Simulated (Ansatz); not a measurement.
# C on a Si₂Mo(001) slab cut from the I4/mmm phase: a line through a two-coordinate scan

How does the energy of C on a Si₂Mo(001) slab cut from the I4/mmm phase (6 atoms of substrate and one adsorbate in a 1 × 1 cell) vary with position of C7 along the diagonal of the surface cell, from above Si6, at height of C7 above the plane of Si6 = 2.93 Å?

Method: DFT PBE, scalar-relativistic, plane waves, PAW, in Ansatz 0.2.0.

8 further runs of the same task are left out: 8 set aside as unsound or not needed. Runs told in other sessions of the task aren't counted.

## Step 1: Starting point

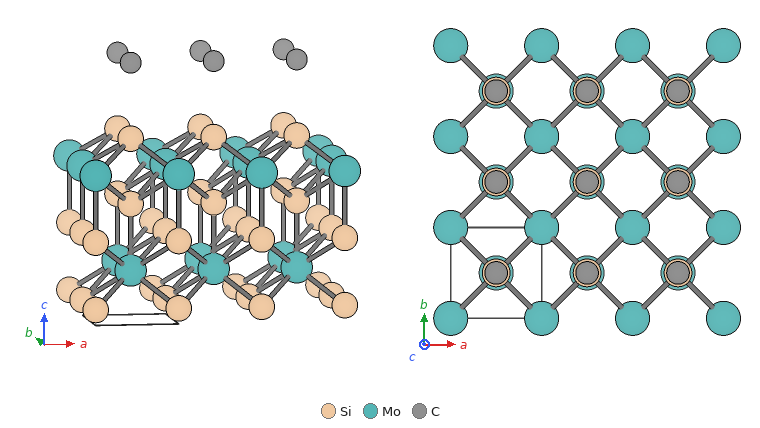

The starting structure, seen from the side (left, normal up) and from above (right) (silicon light orange, molybdenum teal, carbon grey; 3×3 surface cells (two deep in side views), with atoms on the cell's edges repeated; the outline under the slab is one cell, and the vacuum is left out).

Coordinates:

```xyz
7
Lattice="3.2170 0.0000 0.0000 0.0000 3.2170 0.0000 0.0000 0.0000 23.3788" Properties=species:S:1:pos:R:3 pbc="T T T"
Si    0.0000    0.0000    4.0000
Mo    1.6085    1.6085    5.2983
Si    0.0000    0.0000    6.5966
Si    1.6085    1.6085    7.8625
Mo    0.0000    0.0000    9.1735
Si    1.6085    1.6085   10.3788
C     1.6085    1.6085   13.3088
```

This is the geometry of the first run shown, built on a cell relaxed beforehand with the same method.

## Step 2: The scan

Atoms count from 1 in the order of the input.

C is moved along a line over the surface and along the normal, above a rigid substrate.

First coordinate, position of C7 along the diagonal of the surface cell, from above Si6: 8 values from 0.00 to 3.98 Å, periodic. Second coordinate, height of C7 above the plane of Si6: 8 values from 0.59 to 3.63 Å.

Nothing else is relaxed. Points are written as (first, second).

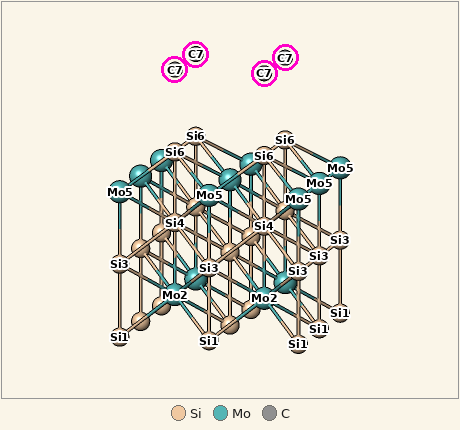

The geometry at (0.00 Å, 2.93 Å). Rings mark the moved atoms.

## Step 3: The run at (0.00 Å, 2.93 Å)

The cell repeats along c, and a dipole correction in the vacuum removes the field between the copies.

Contents of input.yaml:

```yaml
crystal:
  lattice:
    - [3.2169717515, 0.0, 0.0]
    - [0.0, 3.2169717515, 0.0]
    - [0.0, 0.0, 23.3787970174]
  atoms:
    - { symbol: Si, position: [0.0, 0.0, 0.1710952021] }
    - { symbol: Mo, position: [0.5, 0.5, 0.2266291875] }
    - { symbol: Si, position: [0.0, 0.0, 0.2821631729] }
    - { symbol: Si, position: [0.5, 0.5, 0.3363088202] }
    - { symbol: Mo, position: [0.0, 0.0, 0.3923845043] }
    - { symbol: Si, position: [0.5, 0.5, 0.4439405933] }
    - { symbol: C, position: [0.5, 0.5, 0.5692678288], spin: 2.0 }
basis:
  ecutwfc: 420
kpoints:
  mp_grid: { grid: [8, 8, 1] }
hamiltonian:
  xc: pbe
  pseudopotentials: { kind: paw, azcp: { folder: soft_1 } }
scf:
  occupations: { method: gaussian, width: 0.1 }
output:
  forces: true
  eigenvalues: true
  populations: true
magnetization:
  spin_polarized: true
efield:
  axis: 3
  dipole_correction: true
  ramp_width: 0.04
```

On the command line:

```
ansatz run input.yaml --threads 1 --pin off --max-ram 3072MiB --backend cpu --events-out ev --progress --plain --runs-dir out
```

Output, cut to the lines that bear on the results:

```text
Warning: RAYON_NUM_THREADS=1 ignored (pool sized by the plan → 1); use --threads N
[...]
Pseudopotentials: kind: paw
Pseudopotential: Si, paw, valence charge 4, recommended cutoff 420 eV (normal), <dir>
Pseudopotential: Mo, paw, valence charge 14, recommended cutoff 420 eV (normal), <dir>
Pseudopotential: C, paw, valence charge 4, recommended cutoff 420 eV (normal), <dir>
Functional definition: PBE
[...]
Crystal: 7 atoms, lattice volume = 241.945 Å³
Basis set: ecut = 420 eV, 4735 PW (Γ), exchange–correlation on 48×48×320 points (8 copies of the dense FFT grid, shifted against one another)
Bands: 32, of which v1, the nominal top of the filled ones, is band 24 counted from 1 (23 counted from 0)
Symmetry: 8 space group operations
k-points: 15 of 64
[...]
Starting moments: Σ|m| = 2 μB on 1 of 7 sites
[...]
SCF iter   1: F=—  HF=-12701.978232 eV  |F-HF|=—  |Δ(HF+E_count)|=         —  Δρ=2.30e-2 (↑2.30e-2 ↓2.23e-2)  dr2=1.40e1  dr2_m=2.27e-2  M=1.749 μB ∫|m|=1.855 μB  β_m=1.00  ethr=3.10e-3  p=-0.000 e·Å  D=-7.58e-7 V/Å  ΔV_dip=0.00 eV  dr2_dipole=5.83e-2  V_vac-E_F(+/−)=6.49/6.49 eV  [...]
spin=Collinear: LDOS preconditioning applied to the charge; magnetization (m = ρ↑ − ρ↓) channel mixes plain (no charge-response kernel on spin).
[...]
density mixer auto → msr1: a metal under ldos (density of states about μ 1.19 of a free-electron gas's, 34 screened modes)
[...]
SCF iter  11: F=-12699.627184 eV  HF=-12699.627184 eV  |F-HF|=3.90e-9  |Δ(HF+E_count)|=   3.25e-8  Δρ=1.13e-6 (↑1.11e-6 ↓1.13e-6)  dr2=9.34e-9  dr2_m=2.25e-9  M=1.589 μB ∫|m|=2.016 μB  ethr=2.08e-10  p=-0.079 e·Å  D=-5.93e-2 V/Å  ΔV_dip=1.39 eV  dr2_dipole=2.78e-9  [...]
SCF converged after 11 iterations
Magnetization: 1.5886 μB (24.7943 up, 23.2057 down)
Absolute magnetization: 2.0228 μB (∫|ρ↑−ρ↓|, with the PAW one-centre terms)
Spin contamination: 0.2059 ħ² per cell (⟨S²⟩ above its minimum at these occupations)
[...]
Free energy (F): -12699.627184 eV
[...]
E sigma→0 (E₀):  -12699.618960 eV
Entropy (-TS):   -0.016447 eV (-2.350 meV/atom)
Fermi energy:    2.338879 eV
Dipole field:    D = -0.059403 V/Å  (p = -0.079426 e·Å, saw-weighted, corrected)
Work function:   Φ+ = 5.8481 eV   Φ− = 4.4593 eV
Levels:          The Fermi level and band energies are counted from a zero that moves with the ramp; work functions are not
[...]
--- Forces (eV/Å), atoms counted from 1 ---
  atom   1  Si     0.00000000     0.00000000     0.62623465
  atom   2  Mo     0.00000000     0.00000000    -0.17576077
  atom   3  Si     0.00000000     0.00000000    -0.47941498
  atom   4  Si     0.00000000     0.00000000    -0.12416489
  atom   5  Mo     0.00000000     0.00000000    -0.14532807
  atom   6  Si     0.00000000     0.00000000     1.44029181
  atom   7  C      0.00000000     0.00000000    -1.14188815
[...]
--- Band table (eV; the first three rows and the last of 30) ---
[...]
--- Löwdin populations: 7 sites ---
  site symbol       q [e]    m [muB]
     0     Si      3.9438    -0.0155
     1     Mo     14.0188    -0.0446
     2     Si      3.8256    -0.0038
     3     Si      3.8307     0.0120
     4     Mo     14.0281    -0.0418
     5     Si      3.8552    -0.0999
     6      C      4.0707     1.7821
  spilling = 0.008898 (of n_electrons = 48.000000)
```

It took 30 s on 1 thread of Intel Xeon Platinum 8259CL at 2.50GHz (Skylake/Cascade Lake), shared host; peak memory 0.57 GiB.

This gives work function 5.85 eV (top face), 4.46 eV (bottom face); dipole along +c -0.079 e·Å per cell.

## Step 4: Changing settings: ecutwfc 51.4 Ry

Edit input.yaml of step 3 so:

```diff
@@ -14,3 +14,3 @@
 basis:
-  ecutwfc: 420
+  ecutwfc: "51.4 Ry"
 kpoints:
@@ -25,3 +25,2 @@
   eigenvalues: true
-  populations: true
 magnetization:
```

On the command line:

```
ansatz run input.yaml --threads 1 --pin off --max-ram 3072MiB --backend cpu --events-out ev --progress --plain --runs-dir out
```

Output, cut to the lines that bear on the results:

```text
Warning: RAYON_NUM_THREADS=1 ignored (pool sized by the plan → 1); use --threads N
[...]
[... 5 set-up lines as earlier in the session ...]
[...]
Crystal: 7 atoms, lattice volume = 241.945 Å³
Basis set: ecut = 699.3326265218916 eV, 10093 PW (Γ), exchange–correlation on 60×60×432 points (8 copies of the dense FFT grid, shifted against one another)
Bands: 32, of which v1, the nominal top of the filled ones, is band 24 counted from 1 (23 counted from 0)
[... 1 set-up line as earlier in the session ...]
k-points: 15 of 64
[...]
Starting moments: Σ|m| = 2 μB on 1 of 7 sites
[...]
Absolute magnetization: 2.0226 μB (∫|ρ↑−ρ↓|, with the PAW one-centre terms)
Spin contamination: 0.2059 ħ² per cell (⟨S²⟩ above its minimum at these occupations)
[...]
Free energy (F): -12699.632211 eV
[...]
E sigma→0 (E₀):  -12699.623986 eV
Entropy (-TS):   -0.016450 eV (-2.350 meV/atom)
Fermi energy:    2.338705 eV
Dipole field:    D = -0.059355 V/Å  (p = -0.079362 e·Å, saw-weighted, corrected)
Work function:   Φ+ = 5.8476 eV   Φ− = 4.4599 eV
Levels:          The Fermi level and band energies are counted from a zero that moves with the ramp; work functions are not
[...]
--- Forces (eV/Å), atoms counted from 1 ---
  atom   1  Si    -0.00000000     0.00000000     0.62731763
  atom   2  Mo    -0.00000000     0.00000000    -0.17518408
  atom   3  Si     0.00000000     0.00000000    -0.47945415
  atom   4  Si     0.00000000     0.00000000    -0.12408590
  atom   5  Mo    -0.00000000     0.00000000    -0.14572263
  atom   6  Si     0.00000000     0.00000000     1.43896503
  atom   7  C      0.00000000     0.00000000    -1.14184442
[...]
--- Band table (eV; the first three rows and the last of 30) ---
[...]
```

It took 59 s on 1 thread of Intel Xeon Platinum 8259CL at 2.50GHz (Skylake/Cascade Lake), shared host; peak memory 0.88 GiB.

| run | ending | energy change | gap (eV) | abs. moment (μB) | force (eV/Å) | cycles | time |
| --- | --- | --- | --- | --- | --- | --- | --- |
| step 3 | converged | 0 | 0.00 | 2.02 | 1.44 | 11 | 30 s |
| variant | converged | -0.7 meV/atom | 0.00 | 2.02 | 1.44 | 12 | 59 s |

Changing the cutoff moves the energy by -0.7 meV/atom. More plane waves (699.333 against 420 eV) lower the energy, so the reference carries at least that much basis error. Cost: 12 SCF cycles against 11, 59 s against 30 s.

## Step 5: Point (0.57 Å, 2.93 Å)

Edit input.yaml of step 3 so:

```diff
@@ -12,3 +12,3 @@
     - { symbol: Si, position: [0.5, 0.5, 0.4439405933] }
-    - { symbol: C, position: [0.5, 0.5, 0.5692678288], spin: 2.0 }
+    - { symbol: C, position: [0.625, 0.625, 0.5692678288], spin: 2.0 }
 basis:
```

On the command line:

```
ansatz run input.yaml --threads 1 --pin off --max-ram 3072MiB --backend cpu --events-out ev --progress --plain --runs-dir out
```

Output, cut to the lines that bear on the results:

```text
Warning: RAYON_NUM_THREADS=1 ignored (pool sized by the plan → 1); use --threads N
[...]
[... 5 set-up lines as earlier in the session ...]
[...]
Crystal: 7 atoms, lattice volume = 241.945 Å³
Basis set: ecut = 420 eV, 4735 PW (Γ), exchange–correlation on 48×48×320 points (8 copies of the dense FFT grid, shifted against one another)
Bands: 32, of which v1, the nominal top of the filled ones, is band 24 counted from 1 (23 counted from 0)
Symmetry: 2 space group operations
k-points: 21 of 64 (time reversal used)
[...]
Starting moments: Σ|m| = 2 μB on 1 of 7 sites
[...]
Work function:   Φ+ = 5.8695 eV   Φ− = 4.4633 eV
Levels:          The Fermi level and band energies are counted from a zero that moves with the ramp; work functions are not
[...]
--- Forces (eV/Å), atoms counted from 1 ---
  atom   1  Si    -0.00113498    -0.00113498     0.62934074
  atom   2  Mo     0.00159459     0.00159459    -0.17954182
  atom   3  Si     0.00156739     0.00156739    -0.48136700
  atom   4  Si     0.00006649     0.00006649    -0.13328605
  atom   5  Mo     0.02718038     0.02718038    -0.11155523
  atom   6  Si     0.10391542     0.10391542     1.30994490
  atom   7  C     -0.13319177    -0.13319177    -1.03353985
[...]
--- Band table (eV; the first three rows and the last of 42) ---
[...]
--- Löwdin populations: 7 sites ---
  site symbol       q [e]    m [muB]
     0     Si      3.9431    -0.0152
     1     Mo     14.0195    -0.0360
     2     Si      3.8259    -0.0044
     3     Si      3.8310     0.0138
     4     Mo     14.0272    -0.0499
     5     Si      3.8536    -0.1001
     6      C      4.0727     1.7748
  spilling = 0.008897 (of n_electrons = 48.000000)
```

Wall time 47 s (1 thread of Intel Xeon Platinum 8259CL at 2.50GHz (Skylake/Cascade Lake), shared host); peak memory 0.62 GiB.

This gives work function 5.87 eV (top face), 4.46 eV (bottom face); dipole along +c -0.080 e·Å per cell.

## Step 6: Grid point (1.14 Å, 2.93 Å)

Edit input.yaml of step 5 so:

```diff
@@ -12,3 +12,3 @@
     - { symbol: Si, position: [0.5, 0.5, 0.4439405933] }
-    - { symbol: C, position: [0.625, 0.625, 0.5692678288], spin: 2.0 }
+    - { symbol: C, position: [0.75, 0.75, 0.5692678288], spin: 2.0 }
 basis:
```

On the command line:

```
ansatz run input.yaml --threads 1 --pin off --max-ram 3072MiB --backend cpu --events-out ev --progress --plain --runs-dir out
```

Output, cut to the lines that bear on the results:

```text
Warning: RAYON_NUM_THREADS=1 ignored (pool sized by the plan → 1); use --threads N
[...]
[... 5 set-up lines as earlier in the session ...]
[...]
Crystal: 7 atoms, lattice volume = 241.945 Å³
Basis set: ecut = 420 eV, 4735 PW (Γ), exchange–correlation on 48×48×320 points (8 copies of the dense FFT grid, shifted against one another)
Bands: 32, of which v1, the nominal top of the filled ones, is band 24 counted from 1 (23 counted from 0)
[... 1 set-up line as earlier in the session ...]
k-points: 21 of 64 (time reversal used)
[...]
Starting moments: Σ|m| = 2 μB on 1 of 7 sites
[...]
Work function:   Φ+ = 5.9930 eV   Φ− = 4.4809 eV
Levels:          The Fermi level and band energies are counted from a zero that moves with the ramp; work functions are not
[...]
--- Forces (eV/Å), atoms counted from 1 ---
  atom   1  Si    -0.00363607    -0.00363607     0.63427129
  atom   2  Mo     0.00423339     0.00423339    -0.18624748
  atom   3  Si     0.00186433     0.00186433    -0.48594004
  atom   4  Si     0.00028004     0.00028004    -0.14464706
  atom   5  Mo     0.02104050     0.02104050    -0.03971411
  atom   6  Si     0.13374275     0.13374275     0.98338303
  atom   7  C     -0.15751979    -0.15751979    -0.76108147
[...]
--- Band table (eV; the first three rows and the last of 42) ---
[...]
--- Löwdin populations: 7 sites ---
  site symbol       q [e]    m [muB]
     0     Si      3.9419    -0.0147
     1     Mo     14.0207    -0.0229
     2     Si      3.8264    -0.0053
     3     Si      3.8321     0.0196
     4     Mo     14.0234    -0.0771
     5     Si      3.8492    -0.0963
     6      C      4.0787     1.8336
  spilling = 0.008911 (of n_electrons = 48.000000)
```

Wall time 43 s (1 thread of Intel Xeon Platinum 8259CL at 2.50GHz (Skylake/Cascade Lake), shared host); peak memory 0.62 GiB.

This gives work function 5.99 eV (top face), 4.48 eV (bottom face); dipole along +c -0.086 e·Å per cell.

## Step 7: The run at (1.71 Å, 2.93 Å)

Edit input.yaml of step 6 so:

```diff
@@ -12,3 +12,3 @@
     - { symbol: Si, position: [0.5, 0.5, 0.4439405933] }
-    - { symbol: C, position: [0.75, 0.75, 0.5692678288], spin: 2.0 }
+    - { symbol: C, position: [0.875, 0.875, 0.5692678288], spin: 2.0 }
 basis:
```

On the command line:

```
ansatz run input.yaml --threads 1 --pin off --max-ram 3072MiB --backend cpu --events-out ev --progress --plain --runs-dir out
```

Output, cut to the lines that bear on the results:

```text
Warning: RAYON_NUM_THREADS=1 ignored (pool sized by the plan → 1); use --threads N
[...]
[... 5 set-up lines as earlier in the session ...]
[...]
Crystal: 7 atoms, lattice volume = 241.945 Å³
Basis set: ecut = 420 eV, 4735 PW (Γ), exchange–correlation on 48×48×320 points (8 copies of the dense FFT grid, shifted against one another)
Bands: 32, of which v1, the nominal top of the filled ones, is band 24 counted from 1 (23 counted from 0)
[... 1 set-up line as earlier in the session ...]
k-points: 21 of 64 (time reversal used)
[...]
Starting moments: Σ|m| = 2 μB on 1 of 7 sites
[...]
Work function:   Φ+ = 6.0806 eV   Φ− = 4.4952 eV
Levels:          The Fermi level and band energies are counted from a zero that moves with the ramp; work functions are not
[...]
--- Forces (eV/Å), atoms counted from 1 ---
  atom   1  Si    -0.00404582    -0.00404582     0.63170104
  atom   2  Mo     0.00532788     0.00532788    -0.18520911
  atom   3  Si     0.00109835     0.00109835    -0.48010348
  atom   4  Si     0.00031848     0.00031848    -0.14463208
  atom   5  Mo     0.00549559     0.00549559     0.05050499
  atom   6  Si     0.07870794     0.07870794     0.70285249
  atom   7  C     -0.08690683    -0.08690683    -0.57511482
[...]
--- Band table (eV; the first three rows and the last of 42) ---
[...]
--- Löwdin populations: 7 sites ---
  site symbol       q [e]    m [muB]
     0     Si      3.9424    -0.0076
     1     Mo     14.0202    -0.0211
     2     Si      3.8282    -0.0023
     3     Si      3.8314     0.0202
     4     Mo     14.0225    -0.0859
     5     Si      3.8431    -0.1128
     6      C      4.0833     1.8722
  spilling = 0.008937 (of n_electrons = 48.000000)
```

Wall time 44 s (1 thread of Intel Xeon Platinum 8259CL at 2.50GHz (Skylake/Cascade Lake), shared host); peak memory 0.62 GiB.

Read from this run: work function 6.08 eV (top face), 4.50 eV (bottom face); dipole along +c -0.091 e·Å per cell.

## Step 8: The run at (2.27 Å, 2.93 Å)

Edit input.yaml of step 7 so:

```diff
@@ -12,3 +12,3 @@
     - { symbol: Si, position: [0.5, 0.5, 0.4439405933] }
-    - { symbol: C, position: [0.875, 0.875, 0.5692678288], spin: 2.0 }
+    - { symbol: C, position: [1.0, 1.0, 0.5692678288], spin: 2.0 }
 basis:
```

On the command line:

```
ansatz run input.yaml --threads 1 --pin off --max-ram 3072MiB --backend cpu --events-out ev --progress --plain --runs-dir out
```

Output, cut to the lines that bear on the results:

```text
Warning: RAYON_NUM_THREADS=1 ignored (pool sized by the plan → 1); use --threads N
[...]
[... 5 set-up lines as earlier in the session ...]
[...]
Crystal: 7 atoms, lattice volume = 241.945 Å³
Basis set: ecut = 420 eV, 4735 PW (Γ), exchange–correlation on 48×48×320 points (8 copies of the dense FFT grid, shifted against one another)
Bands: 32, of which v1, the nominal top of the filled ones, is band 24 counted from 1 (23 counted from 0)
[... 1 set-up line as earlier in the session ...]
k-points: 15 of 64
[...]
Starting moments: Σ|m| = 2 μB on 1 of 7 sites
[...]
Work function:   Φ+ = 6.1066 eV   Φ− = 4.4974 eV
Levels:          The Fermi level and band energies are counted from a zero that moves with the ramp; work functions are not
[...]
--- Forces (eV/Å), atoms counted from 1 ---
  atom   1  Si    -0.00000000     0.00000000     0.63381851
  atom   2  Mo    -0.00000000     0.00000000    -0.18955625
  atom   3  Si     0.00000000     0.00000000    -0.47423651
  atom   4  Si    -0.00000000     0.00000000    -0.14500427
  atom   5  Mo     0.00000000     0.00000000     0.09654006
  atom   6  Si     0.00000000     0.00000000     0.59360283
  atom   7  C      0.00000000     0.00000000    -0.51517301
[...]
--- Band table (eV; the first three rows and the last of 30) ---
[...]
--- Löwdin populations: 7 sites ---
  site symbol       q [e]    m [muB]
     0     Si      3.9426    -0.0058
     1     Mo     14.0200    -0.0215
     2     Si      3.8293    -0.0001
     3     Si      3.8308     0.0196
     4     Mo     14.0228    -0.0858
     5     Si      3.8401    -0.1262
     6      C      4.0850     1.8866
  spilling = 0.008946 (of n_electrons = 48.000000)
```

Wall time 32 s (1 thread of Intel Xeon Platinum 8259CL at 2.50GHz (Skylake/Cascade Lake), shared host); peak memory 0.56 GiB.

This gives work function 6.11 eV (top face), 4.50 eV (bottom face); dipole along +c -0.092 e·Å per cell.

## Step 9: Results

| position of C7 along the diagonal of the surface cell, from above Si6 (Å) | step | energy (eV) | slope (eV per Å) | magnetic moment (μB per cell) | work function of the top face (eV) | dipole moment (e·Å) |
| --- | --- | --- | --- | --- | --- | --- |
| 0.00 | 3 | 0.00 | 0.00 | 1.589 | 5.85 | −0.079 |
| 0.57 | 5 | 0.06 | 0.19 | 1.583 | 5.87 | −0.080 |
| 1.14 | 6 | 0.18 | 0.22 | 1.638 | 5.99 | −0.086 |
| 1.71 | 7 | 0.28 | 0.12 | 1.665 | 6.08 | −0.091 |
| 2.27 | 8 | 0.32 | 0.00 | 1.670 | 6.11 | −0.092 |
| 2.84 | – | 0.28 | −0.12 | 1.665 | 6.08 | −0.091 |
| 3.41 | – | 0.18 | −0.22 | 1.638 | 5.99 | −0.086 |
| 3.98 | – | 0.06 | −0.19 | 1.583 | 5.87 | −0.080 |

Energies count from the lowest point of the line. Rows without a step come from runs not printed here or follow by symmetry. Slopes come from the forces (and the stress, where the cell changes), not from differences of energies.

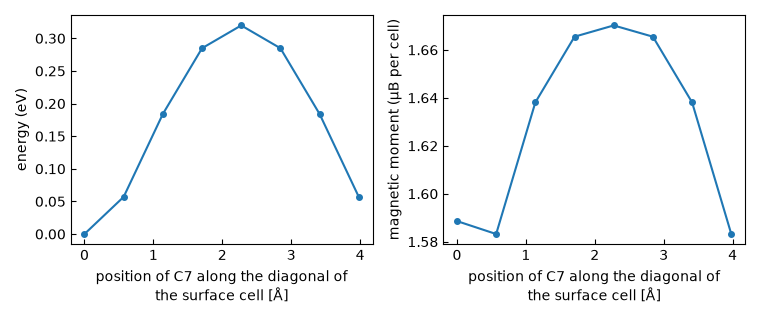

Energy and magnetic moment along the line.

| run | outcome |
| --- | --- |
| step 4, run with ecutwfc 51.4 Ry (against step 3) | -0.7 meV/atom |

**Reading.** The lowest point computed on the line is at 0.00 Å. The highest point computed, at 2.27 Å, lies 0.32 eV above the lowest. This is one cut through a surface in two coordinates; the map's lowest point lies off it. Between some neighbouring points the energy changes steeply, from close contacts of the rigid frames or a change of state; the map doesn't tell which. The host is rigid and the atom is kept to this plane, so wells and barriers of the map are not those of diffusion.
